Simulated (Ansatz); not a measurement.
**C2H9FSi2: up Jacob's ladder to CCSD(T)**

How much do the methods differ for C2H9FSi2? The plan is to run it at one geometry with functionals of several rungs and with coupled cluster. The yardstick is the atomisation energy at the CCSD(T) limit.

Method: functionals in def2-TZVPP, the program's frozen cores in correlated methods; program: Ansatz 0.2.0, Gaussian basis.

Plan: PBE-D4, r2SCAN-D4, PBE0-D4, B3LYP-D4, ωB97X-V, ωB97M-V, B2PLYP; CCSD(T)/def2-TZVPP; MP2/def2-QZVPP; extrapolation to the limit.

### 1 The relaxed structure

An earlier PBE0-D4 in a triple-zeta def2 set relaxation fixed the geometry.

SMILES `CC(F)[SiH2][SiH3]`, 14 atoms, charge 0, spin multiplicity 1.

Atoms are counted from 1 here; the program's logs count them from 0.

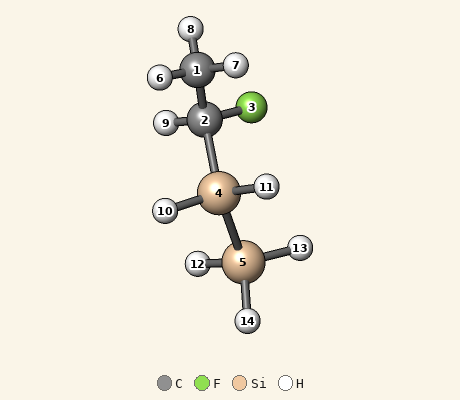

The geometry (carbon grey, fluorine green, silicon light orange, hydrogen white); atoms are numbered from 1 in the order of the file.

### 2 PBE-D4 (GGA)

The input, in.yaml:

```yaml
crystal:
  periodic: [false, false, false]
  atoms:
    - {symbol: C, position_ang: [-1.973862, 0.824318, 0.875359]}
    - {symbol: C, position_ang: [-0.574646, 0.830179, 0.310911]}
    - {symbol: F, position_ang: [0.317018, 1.248050, 1.310312]}
    - {symbol: Si, position_ang: [0.026024, -0.861579, -0.337395]}
    - {symbol: Si, position_ang: [2.302733, -0.769383, -0.864040]}
    - {symbol: H, position_ang: [-2.690913, 0.548834, 0.097580]}
    - {symbol: H, position_ang: [-2.064394, 0.106517, 1.693421]}
    - {symbol: H, position_ang: [-2.240755, 1.815396, 1.251296]}
    - {symbol: H, position_ang: [-0.501178, 1.569304, -0.496541]}
    - {symbol: H, position_ang: [-0.775782, -1.197952, -1.548834]}
    - {symbol: H, position_ang: [-0.238143, -1.897246, 0.699944]}
    - {symbol: H, position_ang: [2.554739, 0.357503, -1.803355]}
    - {symbol: H, position_ang: [3.118431, -0.567898, 0.361519]}
    - {symbol: H, position_ang: [2.727727, -2.035242, -1.521279]}
basis:
  gaussian: {orbitals: def2-TZVPP}
hamiltonian: {xc: pbe, dispersion: d4}
output: {forces: true, orbitals: {seedname: orbitals}}
```

The run is started by

```
ansatz run in.yaml --threads 4 --pin off --events-out ev --progress --plain --max-ram 10444MiB
```

After this run come: r2SCAN-D4 (meta-GGA); PBE0-D4 (hybrid); B3LYP-D4 (hybrid); ωB97X-V (range-separated); ωB97M-V (range-separated); B2PLYP (double hybrid); CCSD(T) in def2-TZVPP; MP2 in def2-QZVPP.

Q: Predict the results of all the runs planned. Wanted: atomisation energy, CCSD(T)/CBS; farthest; mean size of error, hybrid; mean size of error, range-separated; gap, smallest and largest; T1 diagnostic; triples share of the correlation energy.

The runs gave:

```
                               quantity                                  value
        atomisation energy, CCSD(T)/CBS                        1137.1 kcal/mol
functionals within 5.7 kcal/mol (0.5 %)  r2SCAN-D4, PBE0-D4, B3LYP-D4, ωB97M-V
                               farthest                B2PLYP (-15.2 kcal/mol)
             mean size of error, hybrid                           2.4 kcal/mol
    mean size of error, range-separated                           3.7 kcal/mol
              gap, smallest and largest   6.01 eV (PBE-D4), 12.44 eV (ωB97X-V)
                          T1 diagnostic                                 0.0120
triples share of the correlation energy                                  3.4 %
```

PBE-D4 misses by +6.7 kcal/mol. Double hybrids carry the basis error of their MP2 part in triple zeta, and no dispersion term here, so their miss is partly the set-up's. The reference freezes the cores and leaves out relativity and excitations past (T), so misses under about 5.7 kcal/mol can't be ranked. Hartree-Fock recovers 75 % of the binding; the rest is correlation. The gap grows from 6.0 to 12.4 eV across the functionals, mostly with the share of exact exchange.
